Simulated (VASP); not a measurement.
Band structure of SiS₂ (sg72). These are PBEsol GGA, VASP's PBE PAW potentials (set 64) (plane waves; VASP) values and carry that method's errors.

Without a dispersion term in the relaxation, distances and binding between the weakly bound layers, chains or molecules are unreliable, and so is what depends on them.

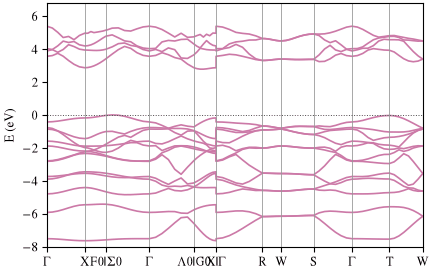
Figure: Bands along high-symmetry lines, zero at the valence-band maximum or, without a gap, the Fermi level

Q: Read the plot: is there a gap, and where are the band edges?

A: The gap is indirect, 2.78 eV, from the valence maximum at Σ0-Γ at 0.14 to the conduction minimum at G0-X at 0.43. (Edges off the drawn lines would not show.)

The compound is SiS2 in the sg72 structure. It was relaxed first.
